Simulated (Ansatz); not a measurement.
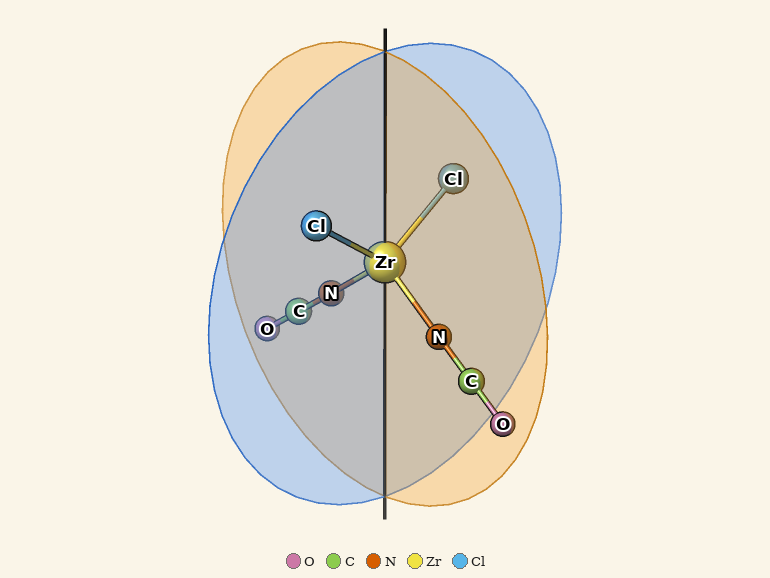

All proper rotation axes (lines) and mirror planes (discs) of the structure are drawn in. Depth is shown by fading: the farther an atom, the more it takes the colour of the background. The species is neutral and a spin singlet. The computed structure is the end point of a PBE0-D4/def2-TZVP optimisation.

Question: What is the order of each axis, and which point group results?

Answer: It has 1 C2 axis and 2 mirror planes. Point group C2v. The group has 4 operations. The geometry is achiral, and symmetry allows a dipole moment.
